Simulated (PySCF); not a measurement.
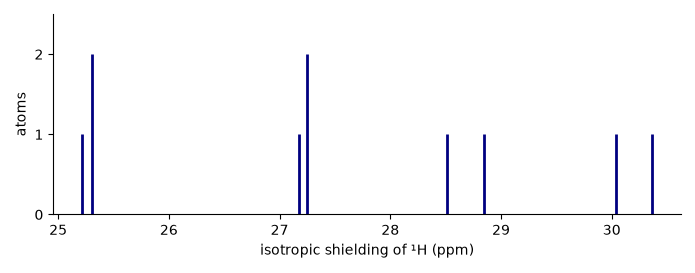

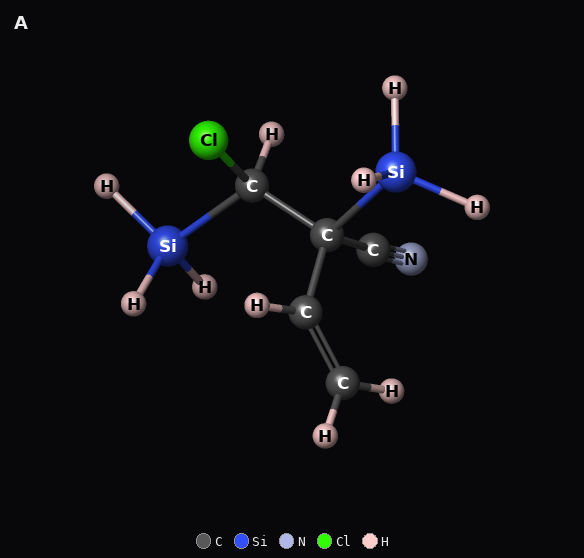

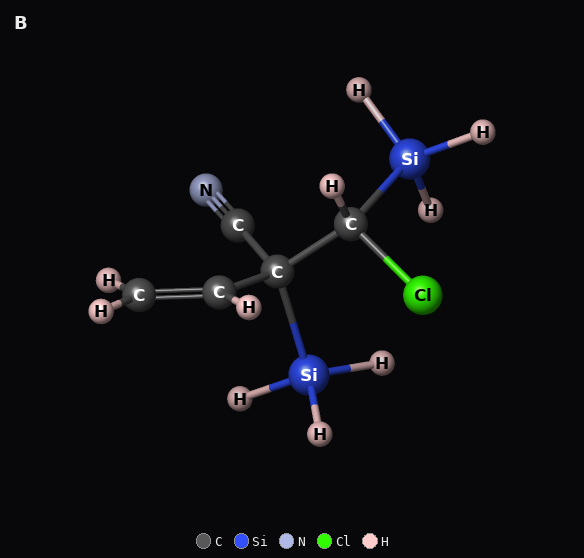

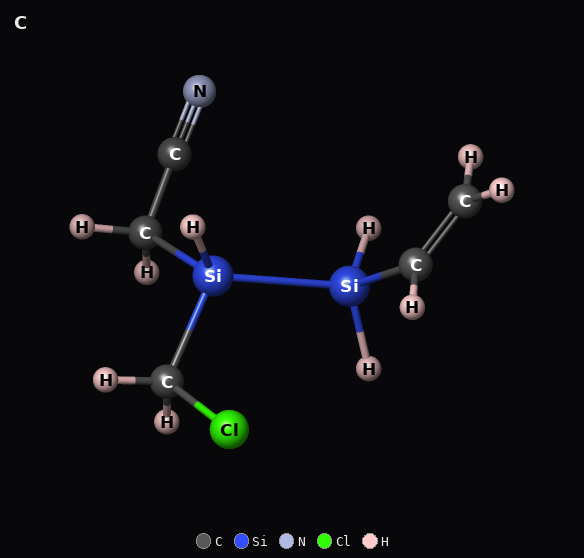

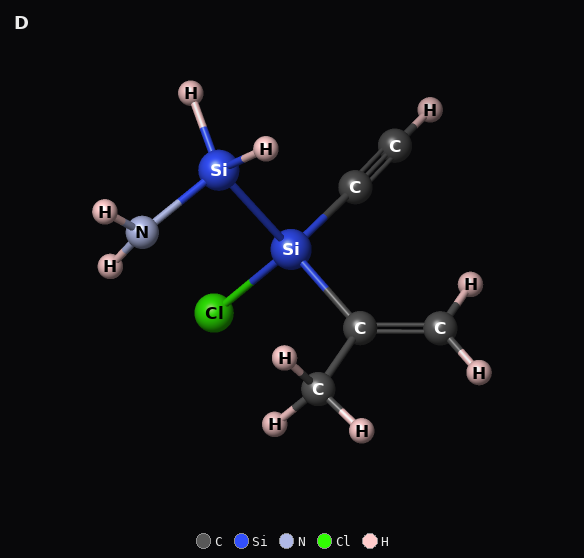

The sticks are computed shieldings of one of the molecules, for one fixed geometry (GFN2-xTB) without averaging over rotations. Low shielding means a high chemical shift. Method: GIAO PBE0/pcSseg-1 NMR shielding, non-relativistic, gas phase (PySCF 2.14.0).

Question: Which molecule gives this pattern?

Answer: C, `C=C[SiH2][Si@H](CCl)CC#N`. Its 10 H atoms give lines at 25.21, 25.30 (2 atoms), 27.18, 27.25 (2 atoms), 28.51, 28.85, 30.04, 30.36 ppm.

The geometry is semi-empirical. Around Si such bond lengths and angles can be off by a tenth of an ångström or more and by several degrees, and values that hang on the shape move with them.
